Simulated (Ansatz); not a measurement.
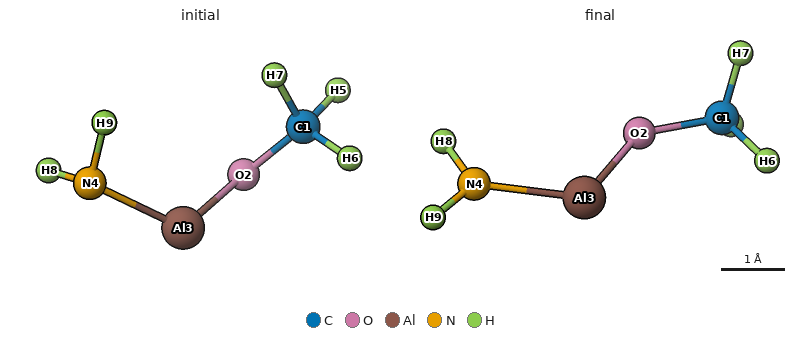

The structure of CH$_{5}$AlNO (multiplicity 2) (coarse preliminary run) before (left) and after (right) a relaxation, at one scale.

Style: ball-and-stick. Shown at a tilt.

The start comes from a force field.

Theory: UKS PBE-D4/def2-SVP (Ansatz 0.2.0).

Input
```yaml
crystal:
  periodic: [false, false, false]
  atoms:
    - {symbol: C, position_ang: [0.822900, 1.158000, -0.609100]}
    - {symbol: O, position_ang: [0.842400, -0.166800, -0.933700]}
    - {symbol: Al, position_ang: [0.542200, -1.165400, 0.589500]}
    - {symbol: N, position_ang: [-1.121900, -1.667300, 1.101800]}
    - {symbol: H, position_ang: [0.939800, 1.778100, -1.568500]}
    - {symbol: H, position_ang: [1.570900, 1.511000, 0.098100]}
    - {symbol: H, position_ang: [-0.204700, 1.477700, -0.225800]}
    - {symbol: H, position_ang: [-1.557900, -2.191700, 0.293400]}
    - {symbol: H, position_ang: [-1.745300, -0.779800, 1.237200]}
basis:
  gaussian: {orbitals: def2-SVP}
magnetization: {spin_polarized: true, initial_magnetization: 1}
hamiltonian: {xc: pbe, dispersion: d4}
relax: {f_tol: 0.03, max_steps: 200}
```

Command:
```bash
ansatz run in.yaml --threads 4 --pin off --events-out ev --progress --plain --max-ram 10444MiB
```

What changed between the two?

After 18 accepted moves (19 points after the start) the energy has fallen by 91.5 kJ/mol. Largest force component: 2.5 eV/Å at the start, 0.021 eV/Å at the end. The line search rejected the trial step at point 12 of the run. The forces were under the threshold at step 15, but the run went on from there. The atom that moves furthest after the best rigid fit is H9 (1.91 Å). Largest moves by element: H 1.91 Å, O 1.06 Å, Al 0.75 Å, C 0.35 Å, N 0.30 Å. Among the contacts that change: O2–Al3 1.846 → 1.727 Å, N4–H9 1.093 → 1.022 Å, C1–O2 1.364 → 1.398 Å, C1–H5 1.148 → 1.115 Å. Among the angles between lasting bonds that change: C1–O2–Al3 109.1° → 138.3°, Al3–N4–H8 107.4° → 124.4°, Al3–N4–H9 109.5° → 124.9°. Groups turn about O2–Al3 by about 90°, C1–O2 by about 55°. Cost: 20 s on 4 threads of Arm Neoverse V2, with other jobs on the host.
